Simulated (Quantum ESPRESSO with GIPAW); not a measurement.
# How far relaxation moves the shieldings of C2H3

Shieldings are sensitive to bond lengths. How much do they change when the atoms of C2H3 are relaxed?

Program: Quantum ESPRESSO with GIPAW 8.0dev (patched build). Level of theory: DFT, PBEsol, plane-wave PAW (pslibrary 1.0.0 recipes), relaxation. Results are calculated unless marked as measured.

### 1. Set-up

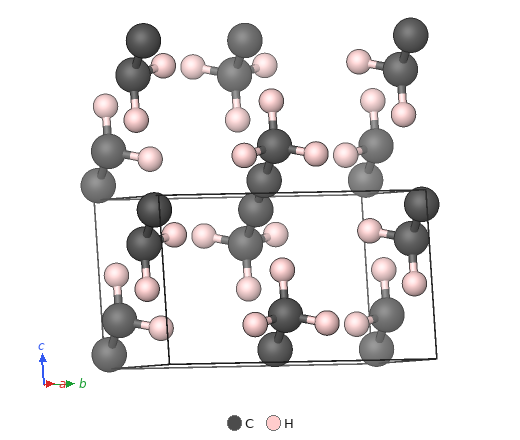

The cell as given, slightly off an axis (carbon dark grey, hydrogen pink). 1×1×2 cells are drawn. This picture shows the conventional cell, with its axes. Some periodic images of atoms are drawn too.

Structure file:

```cif
data_structure
_symmetry_space_group_name_H-M 'P 1'
_symmetry_Int_Tables_number 1
_cell_length_a 4.8198
_cell_length_b 4.8198
_cell_length_c 4.0782
_cell_angle_alpha 98.186
_cell_angle_beta 98.186
_cell_angle_gamma 84.083
_cell_volume 92.48
loop_
_atom_site_label
_atom_site_type_symbol
_atom_site_fract_x
_atom_site_fract_y
_atom_site_fract_z
_atom_site_occupancy
C1 C 0.72680 0.72680 0.71900 1
C2 C 0.27320 0.27320 0.28100 1
C3 C 0.92130 0.92130 0.91610 1
C4 C 0.07870 0.07870 0.08390 1
H5 H 0.48540 0.21700 0.22810 1
H6 H 0.78300 0.51460 0.77190 1
H7 H 0.51460 0.78300 0.77190 1
H8 H 0.21700 0.48540 0.22810 1
H9 H 0.73000 0.73000 0.45250 1
H10 H 0.27000 0.27000 0.54750 1
```

### 2. Relaxation

The atoms that the input leaves free are moved downhill until their forces fall under the threshold; the cell stays fixed.

The input, relax.in:

```
&control
  calculation = 'relax'
  prefix = 'x'
  outdir = './tmp/'
  pseudo_dir = './'
  nstep = 50
  forc_conv_thr = 6.0d-04
  etot_conv_thr = 1.0d-05
/
&system
  ibrav = 0
  nat = 10
  ntyp = 2
  ecutwfc = 50
  ecutrho = 330
  nbnd = 11
/
&electrons
  conv_thr = 1.0d-08
  mixing_beta = 0.7
  electron_maxstep = 100
/
&ions
/
ATOMIC_SPECIES
  C 12.011 C.pbesol-n-kjpaw_psl.1.0.0-gipaw.UPF
  H 1.008 H.pbesol-kjpaw_psl.1.0.0-gipaw.UPF
CELL_PARAMETERS angstrom
  3.57944500 -3.22764500 0.00000000
  3.57944500 3.22764500 0.00000000
  -0.78189113 0.00000000 4.00252400
ATOMIC_POSITIONS crystal
  C 0.72680000 0.72680000 0.71900000
  C 0.27320000 0.27320000 0.28100000
  C 0.92130000 0.92130000 0.91610000
  C 0.07870000 0.07870000 0.08390000
  H 0.48540000 0.21700000 0.22810000
  H 0.78300000 0.51460000 0.77190000
  H 0.51460000 0.78300000 0.77190000
  H 0.21700000 0.48540000 0.22810000
  H 0.73000000 0.73000000 0.45250000
  H 0.27000000 0.27000000 0.54750000
K_POINTS automatic
  3 3 3 0 0 0
```

Started as:

```sh
> mpirun -np 4 pw.x -nk 4 -in relax.in > relax.out
```

Log:

```text
using ibrav=0 with symmetry is DISCOURAGED, use correct ibrav instead

     bravais-lattice index     =            0
     lattice parameter (alat)  =       9.1080  a.u.
     unit-cell volume          =     624.1112 (a.u.)^3
     number of atoms/cell      =           10
     number of atomic types    =            2
     number of electrons       =        22.00
     number of Kohn-Sham states=           11
     kinetic-energy cutoff     =      50.0000  Ry
     charge density cutoff     =     330.0000  Ry
     scf convergence threshold =      1.0E-08
     mixing beta               =       0.7000
     number of iterations used =            8  plain     mixing
     energy convergence thresh.=      1.0E-05
     force convergence thresh. =      6.0E-04
     Exchange-correlation= SLA-PW-PSX-PSC
                           (   1   4  10   8   0   0   0)
     nstep                     =           50

     celldm(1)=   9.108033  celldm(2)=   0.000000  celldm(3)=   0.000000
     celldm(4)=   0.000000  celldm(5)=   0.000000  celldm(6)=   0.000000

     crystal axes: (cart. coord. in units of alat)
               a(1) = (   0.742660  -0.669669   0.000000 )
               a(2) = (   0.742660   0.669669   0.000000 )
               a(3) = (  -0.162226   0.000000   0.830440 )

     reciprocal axes: (cart. coord. in units 2 pi/alat)
               b(1) = (  0.673256 -0.746638  0.131520 )
               b(2) = (  0.673256  0.746638  0.131520 )
               b(3) = ( -0.000000  0.000000  1.204181 )

     PseudoPot. # 1 for C  read from file:
     ./C.pbesol-n-kjpaw_psl.1.0.0-gipaw.UPF

     PseudoPot. # 2 for H  read from file:
     ./H.pbesol-kjpaw_psl.1.0.0-gipaw.UPF

     atomic species   valence    mass     pseudopotential
     C                 4.00    12.01100     C ( 1.00)
     H                 1.00     1.00800     H ( 1.00)

      4 Sym. Ops., with inversion, found

   Cartesian axes

     site n.     atom                  positions (alat units)
         1        C      tau(   1) = (   0.9628899  -0.0000000   0.5970863  )
         2        C      tau(   2) = (   0.3602039  -0.0000000   0.2333536  )
         3        C      tau(   3) = (   1.2198099   0.0000000   0.7607660  )
         4        C      tau(   4) = (   0.1032839   0.0000000   0.0696739  )
         5        H      tau(   5) = (   0.4846406  -0.1797391   0.1894234  )
         6        H      tau(   6) = (   0.8384532  -0.1797391   0.6410166  )
         7        H      tau(   7) = (   0.8384532   0.1797391   0.6410166  )
         8        H      tau(   8) = (   0.4846406   0.1797391   0.1894234  )
         9        H      tau(   9) = (   1.0108762   0.0000000   0.3757741  )
        10        H      tau(  10) = (   0.3122176  -0.0000000   0.4546659  )

     number of k points=    10
                       cart. coord. in units 2pi/alat
        k(    1) = (   0.0000000   0.0000000   0.0000000), wk =   0.0740741
        k(    2) = (   0.0000000   0.0000000   0.4013937), wk =   0.1481481
        k(    3) = (   0.2244186   0.2488793   0.0438401), wk =   0.2962963
        k(    4) = (   0.2244186   0.2488793   0.4452337), wk =   0.2962963
        k(    5) = (   0.2244186   0.2488793  -0.3575536), wk =   0.2962963
        k(    6) = (   0.4488371   0.0000000   0.0876801), wk =   0.1481481
        k(    7) = (   0.4488371   0.0000000   0.4890738), wk =   0.1481481
        k(    8) = (   0.4488371   0.0000000  -0.3137136), wk =   0.1481481
        k(    9) = (  -0.0000000  -0.4977585  -0.0000000), wk =   0.1481481
        k(   10) = (  -0.0000000  -0.4977585   0.4013937), wk =   0.2962963

     Dense  grid:    63179 G-vectors     FFT dimensions: (  54,  54,  45)

     Smooth grid:    29853 G-vectors     FFT dimensions: (  45,  45,  36)

     Check: negative core charge=   -0.000008

     Initial potential from superposition of free atoms

     starting charge      21.9998, renormalised to      22.0000
     Starting wfcs are   22 randomized atomic wfcs

     Self-consistent Calculation

     iteration #  1     ecut=    50.00 Ry     beta= 0.70
     Davidson diagonalization with overlap
     ethr =  1.00E-02,  avg # of iterations =  2.0

     total energy              =     -79.02386181 Ry
     estimated scf accuracy    <       1.18115290 Ry

     iteration #  2     ecut=    50.00 Ry     beta= 0.70
     Davidson diagonalization with overlap
     ethr =  5.37E-03,  avg # of iterations =  2.0

     total energy              =     -79.28267386 Ry
     estimated scf accuracy    <       0.13428790 Ry

     iteration #  3     ecut=    50.00 Ry     beta= 0.70
     Davidson diagonalization with overlap
     ethr =  6.10E-04,  avg # of iterations =  2.0

     total energy              =     -79.29891788 Ry
     estimated scf accuracy    <       0.00560337 Ry

     iteration #  4     ecut=    50.00 Ry     beta= 0.70
     Davidson diagonalization with overlap
     ethr =  2.55E-05,  avg # of iterations =  3.0

     total energy              =     -79.30038359 Ry
     estimated scf accuracy    <       0.00179748 Ry

     iteration #  5     ecut=    50.00 Ry     beta= 0.70
     Davidson diagonalization with overlap
     ethr =  8.17E-06,  avg # of iterations =  2.0

     total energy              =     -79.30059781 Ry
     estimated scf accuracy    <       0.00005770 Ry

[...]
Diagonalizing with lowered threshold

[...]
End of self-consistent calculation
     [one-electron energies left out]

!    total energy              =     -79.30716763 Ry
     total all-electron energy =      -310.423698 Ry
[...]
The total energy is the sum of the following terms:
     one-electron contribution =     -29.53768232 Ry
     hartree contribution      =      21.55663826 Ry
     xc contribution           =     -22.28876578 Ry
     ewald contribution        =     -25.47516070 Ry
     one-center paw contrib.   =     -23.56219708 Ry

     convergence has been achieved in   5 iterations

     Forces acting on atoms (cartesian axes, Ry/au):

[...]
Total force =     0.002663     Total SCF correction =     0.000007
     Energy error            =      1.1E-05 Ry
     Gradient error          =      1.1E-03 Ry/Bohr

     number of scf cycles    =   8
     number of bfgs steps    =   6

     energy             old  =     -79.3071566289 Ry
     energy             new  =     -79.3071676287 Ry

     CASE: energy            _new < energy            _old

     new trust radius        =       0.0023307194 bohr
     new conv_thr            =       0.0000000001 Ry

ATOMIC_POSITIONS (crystal)
[...]
XML data file
     NEW-OLD atomic charge density approx. for the potential

     Check: negative core charge=   -0.000008

     Self-consistent Calculation

[...]
Threshold (ethr) on eigenvalues was too large:
     Diagonalizing with lowered threshold

[...]
total energy              =     -79.30717800 Ry
[...]
End of self-consistent calculation
     [one-electron energies left out]

!    total energy              =     -79.30717800 Ry
     total all-electron energy =      -310.423708 Ry
[...]
The total energy is the sum of the following terms:
     one-electron contribution =     -29.55315029 Ry
     hartree contribution      =      21.56447051 Ry
     xc contribution           =     -22.28948769 Ry
     ewald contribution        =     -25.46676947 Ry
     one-center paw contrib.   =     -23.56224106 Ry

     convergence has been achieved in   5 iterations

     Forces acting on atoms (cartesian axes, Ry/au):

[...]
Total force =     0.002140     Total SCF correction =     0.000005
     Energy error            =      1.0E-05 Ry
     Gradient error          =      9.0E-04 Ry/Bohr

     number of scf cycles    =   9
     number of bfgs steps    =   7

     energy             old  =     -79.3071676287 Ry
     energy             new  =     -79.3071780008 Ry

     CASE: energy            _new < energy            _old

     new trust radius        =       0.0034960791 bohr
     new conv_thr            =       0.0000000001 Ry

ATOMIC_POSITIONS (crystal)
[...]
XML data file
     NEW-OLD atomic charge density approx. for the potential

     Check: negative core charge=   -0.000008

     Self-consistent Calculation

     iteration #  1     ecut=    50.00 Ry     beta= 0.70
[...]
Threshold (ethr) on eigenvalues was too large:
     Diagonalizing with lowered threshold

     Davidson diagonalization with overlap
     ethr =  1.05E-08,  avg # of iterations =  5.0

     total energy              =     -79.30718600 Ry
     estimated scf accuracy    <       0.00000385 Ry

     iteration #  2     ecut=    50.00 Ry     beta= 0.70
     Davidson diagonalization with overlap
     ethr =  1.75E-08,  avg # of iterations =  2.0

     total energy              =     -79.30718677 Ry
     estimated scf accuracy    <       0.00000038 Ry

     iteration #  3     ecut=    50.00 Ry     beta= 0.70
     Davidson diagonalization with overlap
     ethr =  1.74E-09,  avg # of iterations =  2.0

     total energy              =     -79.30718683 Ry
     estimated scf accuracy    <       0.00000002 Ry

     iteration #  4     ecut=    50.00 Ry     beta= 0.70
     Davidson diagonalization with overlap
     ethr =  7.61E-11,  avg # of iterations =  3.0

     total energy              =     -79.30718683 Ry
     estimated scf accuracy    <          2.9E-09 Ry

     iteration #  5     ecut=    50.00 Ry     beta= 0.70
     Davidson diagonalization with overlap
     ethr =  1.34E-11,  avg # of iterations =  2.4

     End of self-consistent calculation
     [one-electron energies left out]

!    total energy              =     -79.30718683 Ry
     total all-electron energy =      -310.423717 Ry
     estimated scf accuracy    <          4.6E-11 Ry

     The total energy is the sum of the following terms:
     one-electron contribution =     -29.58584135 Ry
     hartree contribution      =      21.58082460 Ry
     xc contribution           =     -22.29166072 Ry
     ewald contribution        =     -25.44818569 Ry
     one-center paw contrib.   =     -23.56232367 Ry

     convergence has been achieved in   5 iterations

     Forces acting on atoms (cartesian axes, Ry/au):

[...]
atom    6 type  2   force =     0.00008683    0.00047675    0.00006505
     atom    7 type  2   force =     0.00008683   -0.00047675    0.00006505
     atom    8 type  2   force =    -0.00008683   -0.00047675   -0.00006505
     atom    9 type  2   force =     0.00044264    0.00000000    0.00039118
     atom   10 type  2   force =    -0.00044264   -0.00000000   -0.00039118

     Total force =     0.001529     Total SCF correction =     0.000005
     Energy error            =      8.8E-06 Ry
     Gradient error          =      4.9E-04 Ry/Bohr

     bfgs converged in  10 scf cycles and   8 bfgs steps
     (criteria: energy <  1.0E-05 Ry, force <  6.0E-04 Ry/Bohr)

     End of BFGS Geometry Optimization

     Final energy             =     -79.3071868330 Ry

     File ./tmp/x.bfgs deleted, as requested
Begin final coordinates

ATOMIC_POSITIONS (crystal)
[...]
H                0.7864333193        0.5095882485        0.7731357430
H                0.5095882485        0.7864333193        0.7731357430
H                0.2135666807        0.4904117515        0.2268642570
H                0.7309231395        0.7309231395        0.4504413159
H                0.2690768605        0.2690768605        0.5495586841
End final coordinates

     XML data file, charge density, pseudopotentials, collected wavefunctions

   JOB DONE.
```

Elapsed: 30 s, on 4 MPI ranks of Arm Neoverse V2, shared host; peak memory 0.34 GiB; 2 min of CPU time.

Relaxation path:

```
step  energy less that of the first step (eV)  largest force (eV/Å)
   1                                   0.0000                2.0544
   2                                   0.1988                7.1316
   3                                  -0.0526                1.1874
   4                                  -0.0707                0.8290
   5                                  -0.0865                0.1558
   6                                  -0.0879                0.0630
   7                                  -0.0885                0.0355
   8                                  -0.0886                0.0315
   9                                  -0.0888                0.0236
  10                                  -0.0889                0.0152
```

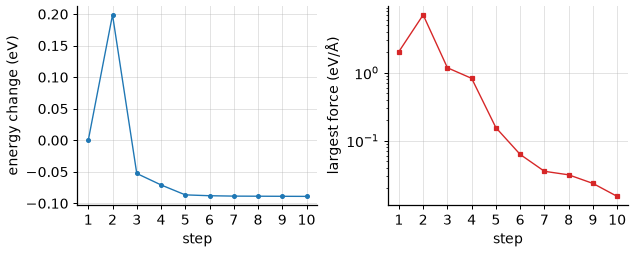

Energy and largest force along the relaxation.

The atoms that moved most (Å):

| atom | dx | dy | dz | length |
| --- | --- | --- | --- | --- |
| H7 | -0.007 | 0.027 | 0.005 | 0.028 |
| H6 | -0.007 | -0.027 | 0.005 | 0.028 |
| H8 | 0.007 | 0.027 | -0.005 | 0.028 |
| H5 | 0.007 | -0.027 | -0.005 | 0.028 |
| H10 | -0.008 | 0.000 | 0.008 | 0.012 |
| H9 | 0.008 | 0.000 | -0.008 | 0.012 |
| C2 | -0.010 | 0.000 | -0.005 | 0.011 |
| C1 | 0.010 | 0.000 | 0.005 | 0.011 |

Final coordinates:

```xyz
10
Lattice="3.5794 -3.2276 0.0000 3.5794 3.2276 0.0000 -0.7819 0.0000 4.0025" Properties=species:S:1:pos:R:3 pbc="T T T"
C     4.6512    0.0000    2.8827
C     1.7258    0.0000    1.1198
C     5.8689    0.0000    3.6680
C     0.5081    0.0000    0.3345
H     2.3425   -0.8936    0.9080
H     4.0345   -0.8936    3.0945
H     4.0345    0.8936    3.0945
H     2.3425    0.8936    0.9080
H     4.8804    0.0000    1.8029
H     1.4966    0.0000    2.1996
```

The relaxation ends 8.9 meV an atom lower, with a largest force of 0.015 eV/Å.

### 3. Shieldings on the relaxed structure

The current that a uniform magnetic field induces gives the shielding at each nucleus.

pw.x and gipaw.x (a patched development version of Quantum ESPRESSO), PBEsol, 55 Ry, mesh 3×3×4.

The input, nmr.in:

```
&inputgipaw
  job = 'nmr'
  prefix = 'x'
  tmp_dir = './tmp/'
  restart_mode = 'from_scratch'
  verbosity = 'low'
  q_gipaw = 0.01
  spline_ps = .true.
  conv_threshold = 1.0d-11
  use_nmr_macroscopic_shape = .false.
  pawproj(1) = .true.
  pawproj(2) = .true.
/
```

Started as:

```sh
> mpirun -np 4 gipaw.x -in nmr.in > nmr.out
```

Log:

```text
[banner, memory and clock lines left out]
[a note of our patched build left out]

     Parallelizing q-star over 1 images

     IMPORTANT: XC functional enforced from input :
     Exchange-correlation= PBESOL
                           (   1   4  10   8   0   0   0)
     Any further DFT definition will be discarded
     Please, verify this is what you really want

     Check: negative core charge=   -0.000008
[...]
projs nearly linearly dependent: l=0  n1,n2= 1, 2  s=  0.99970544
[...]
alpha_pv=     27.8101 eV

     spline_ps is .false., expect some extrapolation errors

     q-space interpolation up to    66.00 Rydberg

     GIPAW job: nmr
     NMR macroscopic correction: no
[...]
Computing the magnetic susceptibility     isolve=0    ethr=  0.1000E-10
     Starting from scratch
     k-point #    1 of    14      pool #  1    cpu time:       0.3
[...]
End of magnetic susceptibility calculation

     f-sum rule (1st term):
           -21.6488          0.0000         -0.0094
[...]
C       1    anisotropy:     20.04    eta:    0.1866
[...]
Atom  2  C   pos: (  0.358065  0.000000  0.232337)  Total sigma:         164.15
[...]
Atom  3  C   pos: (  1.217668 -0.000000  0.761032)  Total sigma:          82.36
[...]
C       3    anisotropy:    242.19    eta:    0.0039
[...]
Atom  4  C   pos: (  0.105426 -0.000000  0.069408)  Total sigma:          82.36
[...]
Atom  5  H   pos: (  0.486013 -0.185394  0.188397)  Total sigma:          21.57
[...]
H       5    anisotropy:     10.04    eta:    0.2851
[...]
Atom  6  H   pos: (  0.837081 -0.185394  0.642043)  Total sigma:          21.57
[...]
Atom  7  H   pos: (  0.837081  0.185394  0.642043)  Total sigma:          21.57
[...]
Atom  8  H   pos: (  0.486013  0.185394  0.188397)  Total sigma:          21.57
[...]
Atom  9  H   pos: (  1.012581  0.000000  0.374064)  Total sigma:          21.90
[...]
H       9    anisotropy:      9.05    eta:    0.2269
[...]
Atom 10  H   pos: (  0.310512 -0.000000  0.456375)  Total sigma:          21.90
[...]
```

Elapsed: 61 s, on 4 MPI ranks; peak memory 0.28 GiB.

Before and after:

```csv
site,atom no.,mean bond before (Å),after (Å),σ_iso before (ppm),after (ppm)
C(1),1,1.177,1.191,167.9,164.2
C(2),3,1.335,1.333,84.2,82.4
H(1),5,1.075,1.106,22.48,21.57
H(2),9,1.091,1.104,22.39,21.90
```

### 4. Outcome

```
σ_iso of C(1) : 164.2 ppm
σ_iso of C(2) : 82.4 ppm
σ_iso of H(1) : 21.57 ppm
σ_iso of H(2) : 21.90 ppm
```

What this shows: The largest change of shielding is -3.8 ppm, on C(1). The largest move of an atom is 0.028 Å in the cell's frame. Hydrogen's values are less sure: spans of ¹H carry errors of some ppm on PAW files, the bulk susceptibility matters on its narrow scale, and it is treated as a fixed classical nucleus at 0 K. Groups such as CCH3 often reorient fast at room temperature, which averages anisotropies and couplings that this rigid-lattice calculation keeps whole. This build of gipaw.x prints that it is not audited and that its numbers are no references by themselves. The session's other runs are not shown; 0 of its 13 runs failed.

[Banner, clock, file and message-heading lines were taken out of the pw.x and gipaw.x logs.]

[Logs are printed without paths, hosts, clocks, repeated set-up lines and the standing remarks that a program may print on its own settings, such as how far it seeks lower states.]

[Hosts, paths, dates, database ids (printed as entryN), source tags and the programs' standing remarks are cut or masked in the printed files.]
